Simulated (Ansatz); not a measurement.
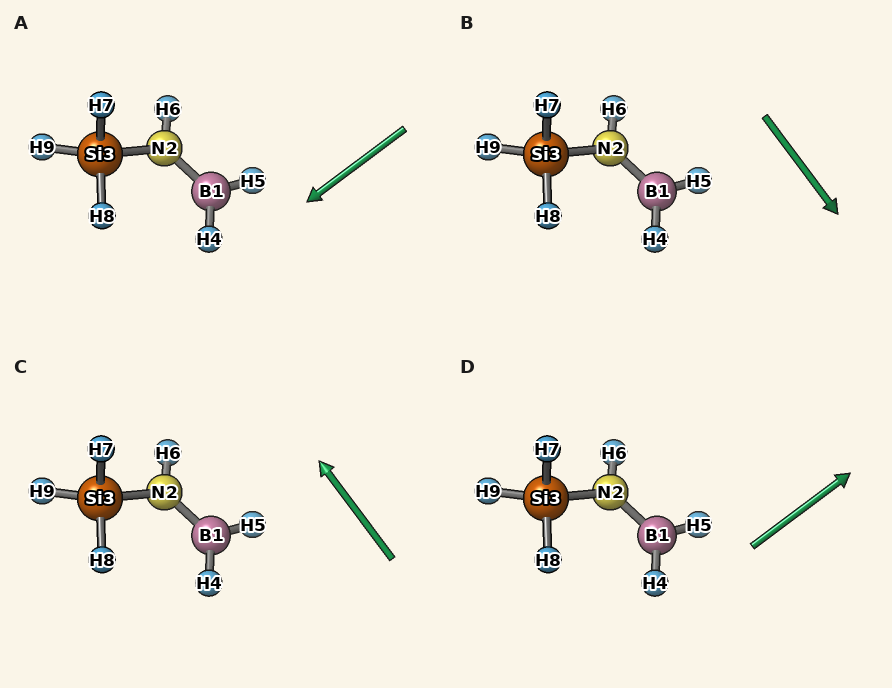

The same molecule four times, each with an arrow. The geometry was computed by an optimisation with PBE-D4/def2-SVP. No frequency run is at hand to confirm it as a minimum. Properties computed with RKS PBE-D4/def2-SVP (Ansatz 0.2.0).

Which arrow points along the dipole moment, from the negative to the positive end?

C. The dipole moment is 1.68 D; it points from the side of H4 to the side of H7, H9 (the outermost atoms at the two ends).
